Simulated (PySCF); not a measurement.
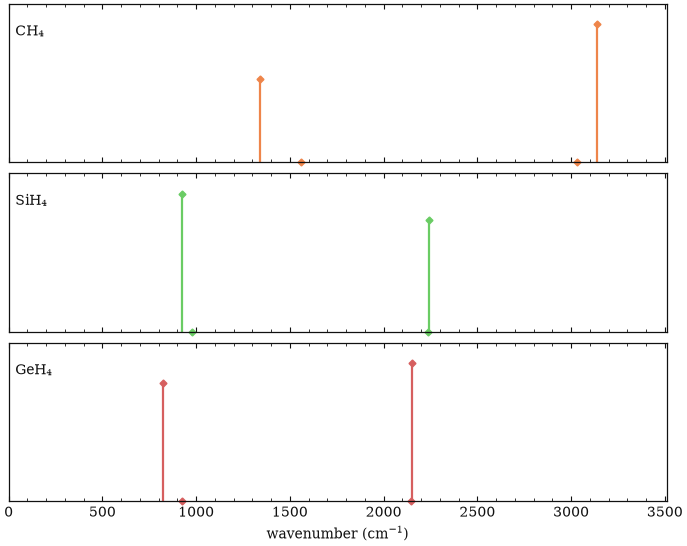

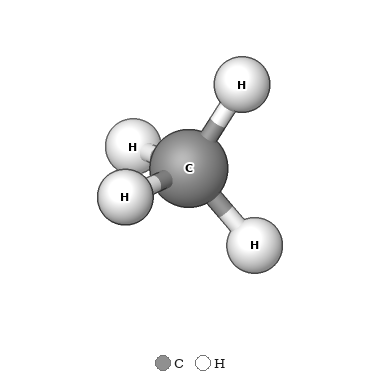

Harmonic infrared lines of CH₄, SiH₄ and GeH₄, all Td singlets, each the lowest point that its search found (CH₄ is drawn); the central atom changes down one group of the periodic table. B3LYP/def2-TZVP, PySCF, unscaled, no spin-orbit coupling; each panel is scaled to its strongest line, degenerate modes are one line with their intensities summed, and dots on the axis are modes too weak to show or inactive.

> How do the bond length and the stretches change along the series?

Mean bond length: CH₄ 1.089, SiH₄ 1.480, GeH₄ 1.536 Å, rising down the group. Highest t2 mode: CH₄ 3137, SiH₄ 2245, GeH₄ 2154 cm⁻¹, falling down the group.

Caveats, for all or some of the runs: no scalar relativity.
